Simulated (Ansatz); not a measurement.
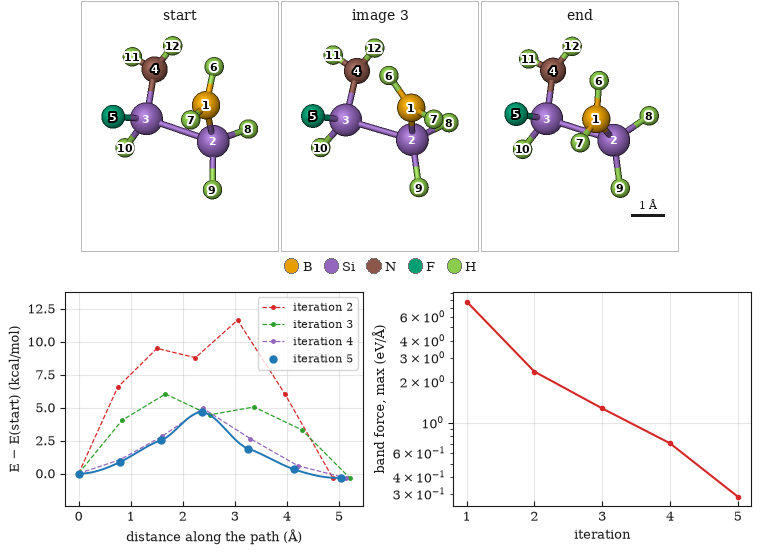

NEB run on BSi₂NH₇F. Images are numbered from 0 (start) to 6 (end). The plot follows the band through its iterations. A ball-and-stick model, seen from a free direction.

All numbers below come from RKS PBE-D4/def2-SVP in Ansatz 0.2.0. Set-up: 5 movable images; climbing image; force threshold 0.5 eV/Å; iteration limit 60; starting path through a guess of the saddle point.

How did the profile develop, and is the result final?

The run is converged, with reservations. The band converged in 5 iterations. The largest component of the band force went from 7.8 to 0.29 eV/Å. The climbing image converged on the top of the path. Its curvatures weren't checked. The force threshold is loose. The first iteration put the highest image at 41.10 kcal/mol. The energy climbs by 4.64 kcal/mol to image 3 and then falls by 4.97 kcal/mol, so the end point sits at −0.33 kcal/mol.
